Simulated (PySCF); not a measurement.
The calculation's input:

```
{"job": {"kind": "nmr", "xc": "PBE0", "basis": "pcSseg-1"}, "charge": 0, "multiplicity": 1}
C      2.603911    -0.466380     0.685498
O      1.484282     0.384561     0.560707
Si     0.149066     0.309224    -0.291936
F      0.394759     0.489721    -1.873274
O     -0.685427    -1.028967    -0.030010
C     -1.900669    -1.529743    -0.558037
C     -0.810033     1.901896     0.240662
F     -2.018183     1.961844    -0.369414
F     -1.079654     1.946793     1.559704
F     -0.198714     3.060864    -0.048518
H      3.141006    -0.518970    -0.261438
H      3.246077    -0.039086     1.453932
H      2.287010    -1.466393     0.978312
H     -1.800364    -1.706570    -1.628707
H     -2.711699    -0.822974    -0.384946
H     -2.108968    -2.466876    -0.043948
```

Run with:

```sh
OMP_NUM_THREADS=1 python probes_run.py task.json out
```

Geometry: GFN2-xTB.

Level of theory: PBE0/pcSseg-1, SCF density, gas phase, non-relativistic in PySCF 2.14.0.

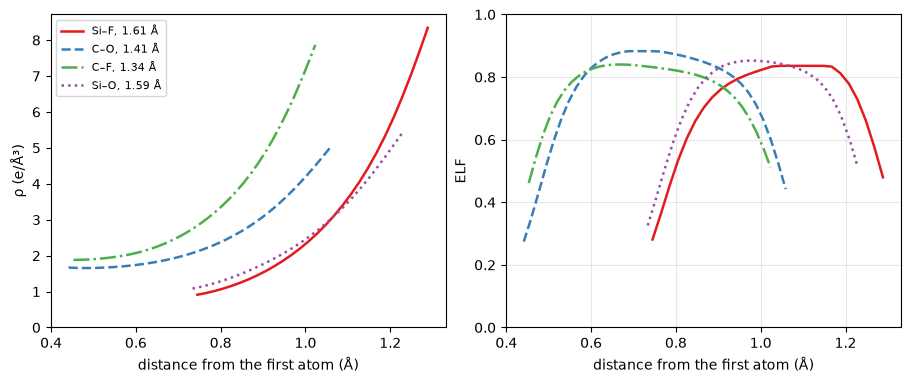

C3H6F4O2Si (SMILES CO[Si](F)(OC)C(F)(F)F). Total electron density and ELF along straight lines between neighbouring atoms. The curves leave out the atomic cores.

Q: Compare the contacts.

A: Si–F (1.61 Å): ρ is about 1.1 e/Å³ halfway; the ELF peaks at about 0.85 in the valence shell of F, 0.6 Å from its nucleus, and is about 0.55 at the midpoint.
C–O (1.41 Å): ρ is about 2 e/Å³ halfway, with its minimum of 1.7 e/Å³ about 0.5 Å from C; the ELF peaks at about 0.90 between the atoms; a polar covalent bond.
C–F (1.34 Å): the density is about 2.4 e/Å³ at the midpoint; the ELF peaks at about 0.85 between the atoms: a shared but strongly polarised pair.
Si–O (1.59 Å): the density is about 1.3 e/Å³ at the midpoint; the ELF peaks at about 0.85 between the atoms: a short, strongly polar bond.
